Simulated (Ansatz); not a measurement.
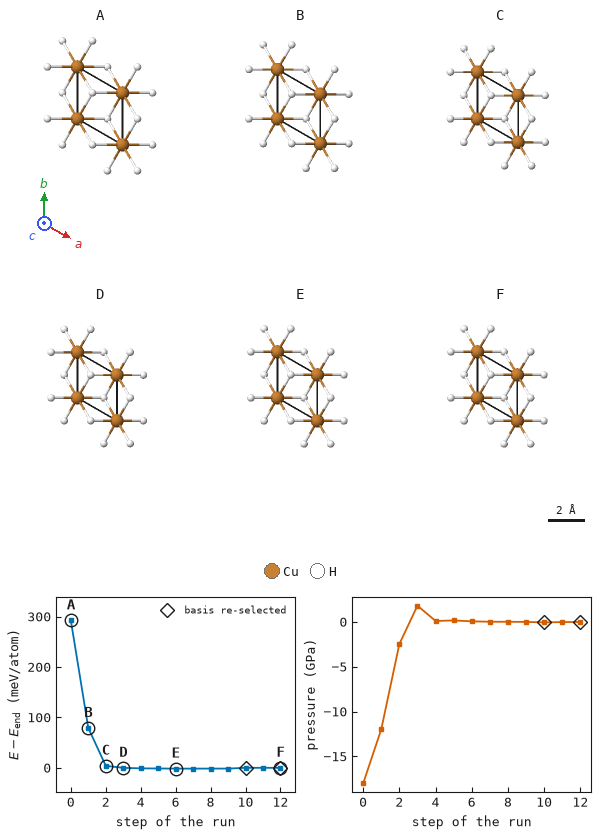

Frames of a relaxation of a crystal of CuH₂ (a generated structure, set up in P-3m1), marked on the history of the run. The picture is a ball-and-stick view of the cell of the calculation, seen along the c axis.

Computed with DFT, PBE, PAW with Ansatz's default frozen-core files, scalar-relativistic; changed: scf.eigensolver.kind = "davidson", scf.mixing.preconditioner = "none" (Ansatz 0.2.0).

Input file:
```yaml
crystal:
  lattice:
    - [2.8878374627, 0.0, 0.0]
    - [-1.4439187314, 2.5009406047, 0.0]
    - [0.0, 0.0, 4.6205399404]
  atoms:
    - { symbol: Cu, position: [0.0, 0.0, 0.0] }
    - { symbol: H, position: [0.3333333333, 0.6666666667, 0.25] }
    - { symbol: H, position: [0.6666666667, 0.3333333333, 0.75] }
kpoints:
  mp_grid: { grid: [14, 14, 8] }
scf:
  occupations: { method: fermi_dirac, width: 0.05 }
  eigensolver: { kind: davidson }
  mixing: { preconditioner: none }
hamiltonian:
  xc: pbe
  pseudopotentials: { kind: paw }
output:
  forces: true
  stress: true
relax:
  f_tol: 0.005
  max_steps: 80
  cell: {}
```

Run as
```bash
ansatz run input.yaml --threads 1 --pin off --max-ram 3072MiB --backend cpu --events-out ev --progress --plain --runs-dir out
```

### Describe the path.

The energy falls by 292 meV per atom in 10 accepted moves (12 points after the start). The largest force component goes from 1.1 to under 0.0001 eV/Å. Pressure: −18.01 GPa at the start and −0.01 GPa at the end. At 2 points the geometry stayed and the basis and grid were re-selected for the new cell (energy shift of 1.5 meV per atom at most each time). The largest moves relative to the cell, 0.24 Å, are those of H2 and H3. H3 goes along +c. Cu stays in place. The drawn cell changes as follows: a = b 2.888 → 2.558 Å (−11.4 %), c 4.621 → 4.867 Å (+5.3 %); the volume changes by −17.4 %. Among the contacts that change: Cu1–Cu1 2.888 → 2.558 Å, Cu1–H2 2.028 → 1.768 Å. The space group stays P-3m1 (No. 164). From step 0 to 1: H atoms move most (0.13 Å), volume −11.7 %, energy −213 meV per atom. From step 1 to 2: H atoms move most (0.04 Å), volume −10.5 %, energy −75.0 meV per atom. From step 2 to 3: H atoms move most (0.02 Å), volume −3.9 %, energy −4.1 meV per atom. From step 3 to 6: H atoms move most (0.05 Å), volume +5.8 %, energy −1.5 meV per atom. From step 6 to 12: H atoms move most (0.03 Å), volume +2.8 %, energy +1.6 meV per atom.

```tsv
step	E − E(0), meV/atom	largest force component, eV/Å	pressure, GPa	volume, Å³/atom	note
0	0.00	1.1252	-18.01	11.124	
1	-213.37	0.4779	-11.98	9.822	
2	-288.34	0.0167	-2.47	8.789	
3	-292.44	0.0042	1.81	8.448	
4	-293.40	0.0250	0.11	8.608	
5	-293.68	0.0048	0.16	8.723	
6	-293.94	0.0025	0.07	8.939	
7	-293.94	0.0024	0.02	9.033	
8	-293.86	0.0016	0.02	9.144	
9	-293.85	0.0001	0.00	9.158	
10	-292.38	0.0010	-0.05	9.158	same geometry, new basis
11	-292.35	0.0001	-0.02	9.192	
12	-292.39	0.0000	-0.01	9.192	same geometry, new basis
```
